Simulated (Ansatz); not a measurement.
**AlH3O (AlH2(OH)) at r2SCAN/STO-3G**

What is the electronic atomisation energy of AlH3O (AlH2(OH)) at r2SCAN/STO-3G? 

The calculation is run with Ansatz 0.2.0.

56 further runs of the same task are left out: 56 set aside as unsound or not needed.

## (1) Starting point

The species is AlH3O (5 atoms), meant as a singlet with charge 0. As SMILES, `[H][Al]([H])[OH]`. Geometry: a GFN2-xTB relaxation, a rough one for these elements and not checked as a minimum.

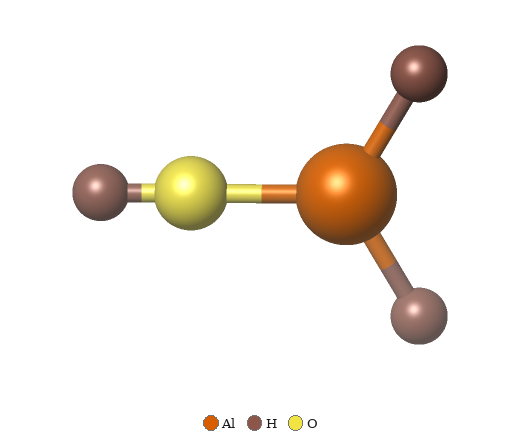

The structure, seen from a chosen angle (aluminium orange, hydrogen brown, oxygen yellow).

## (2) The energy at r2SCAN/STO-3G

Input file input.yaml:

```yaml
crystal:
  periodic: [false, false, false]
  atoms:
    - symbol: Al
      position_ang: [0.271770, 0.451120, -0.109270]
    - symbol: H
      position_ang: [1.798980, 0.417230, -0.221380]
    - symbol: H
      position_ang: [-0.481020, 1.769010, -0.311810]
    - symbol: O
      position_ang: [-0.555450, -0.920030, 0.226660]
    - symbol: H
      position_ang: [-1.034280, -1.717330, 0.415800]
basis:
  gaussian:
    orbitals: STO-3G
accuracy: high
hamiltonian:
  xc: {name: r2SCAN}
```

The run is started by

```sh
ansatz run input.yaml --threads 1 --pin off --max-ram 2610MiB --events-out events.jsonl --progress --plain --runs-dir runs
```

What it wrote:

```text
Warning: RAYON_NUM_THREADS=1 ignored (pool sized by the plan → 1); use --threads N
Functional definition: r2SCAN
  name "r2SCAN"
  parameter k0 = 0.174
  parameter k1 = 0.065
  parameter a1 = 4.9479
  exchange = r2scan_x(k0 = k0, k1 = k1, a1 = a1)
  correlation = r2scan_c
288 factors; integrals over basis functions are off by at most 2.9e-8 eV
mean field evaluation 1: about -8580.0210 eV, gradient 2.7e1 eV
mean field evaluation 2: about -8572.9899 eV, gradient 5.8e1 eV
mean field evaluation 4: about -8582.3975 eV, gradient 1.3e0 eV
mean field evaluation 8: about -8582.3573 eV, gradient 1.0e-3 eV
mean field evaluation 16: about -8582.3573 eV, gradient 4.8e-9 eV
mean field -8582.35731097 eV, -315.3958138474 hartree, gradient 4.8e-9 eV, S^2 0.000000; 0 other end points of the search recorded, 0 dependent functions left out
reference -8582.35731139 eV, -315.3958138628 hartree; 12, 12 occupied and 5, 5 virtual orbitals, 288 factors
Total energy: -8582.35731139 eV, -315.3958138628 hartree
```

Wall time 2.4 s (1 thread of Intel Xeon Platinum 8259CL at 2.50GHz (Skylake/Cascade Lake), shared host); peak memory 0.15 GiB.

## (3) The Al atom, same level

Input file molecule.yaml:

```yaml
crystal:
  periodic: [false, false, false]
  atoms:
    - {symbol: Al, position_ang: [0.000000, 0.000000, 0.000000]}
basis:
  gaussian:
    orbitals: STO-3G
magnetization:
  spin_polarized: true
  initial_magnetization: 1
hamiltonian:
  xc: r2scan
accuracy: high
```

Run the same way, it converges to -239.28216 Eh (log not shown).

## (4) The H atom at the same level

Input file run.yaml:

```yaml
crystal:
  periodic: [false, false, false]
  atoms:
    - {symbol: H, position_ang: [0.000000, 0.000000, 0.000000]}
basis:
  gaussian:
    orbitals: STO-3G
magnetization:
  spin_polarized: true
  initial_magnetization: 1
hamiltonian:
  xc: r2scan
accuracy: high
```

Run the same way, it converges to -0.46646 Eh (log not shown).

## (5) The O atom at the same level

Input file run.yaml:

```yaml
crystal:
  periodic: [false, false, false]
  atoms:
    - symbol: O
      position_ang: [0.000000, 0.000000, 0.000000]
basis:
  gaussian:
    orbitals: STO-3G
magnetization:
  spin_polarized: true
  initial_magnetization: 2
hamiltonian:
  xc: {name: r2SCAN}
accuracy: high
```

The run is started by

```sh
ansatz run run.yaml --threads 1 --pin off --max-ram 2610MiB --events-out events.jsonl --progress --plain --runs-dir runs
```

What it wrote:

```text
Warning: RAYON_NUM_THREADS=1 ignored (pool sized by the plan → 1); use --threads N
[... 7 set-up lines as earlier in the session ...]
15 factors; integrals over basis functions are off by at most 1.1e-9 eV
mean field evaluation 1: about -2014.0609 eV, gradient 2.7e-10 eV
mean field evaluation 2: about -2014.0576 eV, gradient 2.1e-10 eV
mean field evaluation 4: about -2014.0576 eV, gradient 0.0e0 eV
mean field -2014.05760635 eV, -74.0152518562 hartree, gradient 0.0e0 eV, S^2 2.000000; 0 other end points of the search recorded, 0 dependent functions left out
reference -2014.05760645 eV, -74.0152518597 hartree; 5, 3 occupied and 0, 2 virtual orbitals, 15 factors
Total energy: -2014.05760645 eV, -74.0152518597 hartree
```

Run time: 0.87 s. Hardware: 1 thread of Intel Xeon Platinum 8259CL at 2.50GHz (Skylake/Cascade Lake), shared host; peak memory 0.11 GiB.

## (6) Outcome

At r2SCAN/STO-3G:

| quantity | value |
| --- | --- |
| molecule: total energy | -315.39581 Eh |
| Al atom: total energy | -239.28216 Eh |
| Al atom: ⟨S²⟩ | 0.750 |
| H atom: total energy | -0.46646 Eh |
| H atom: ⟨S²⟩ | 0.750 |
| O atom: total energy | -74.01525 Eh |
| O atom: ⟨S²⟩ | 2.000 |
| electronic atomisation energy | 19.022 eV |

Taking the molecule apart into free atoms costs 19.02 eV (1835 kJ/mol), before zero-point energy and without spin-orbit coupling. In a minimal basis such a difference can be off by several eV, whatever the method.
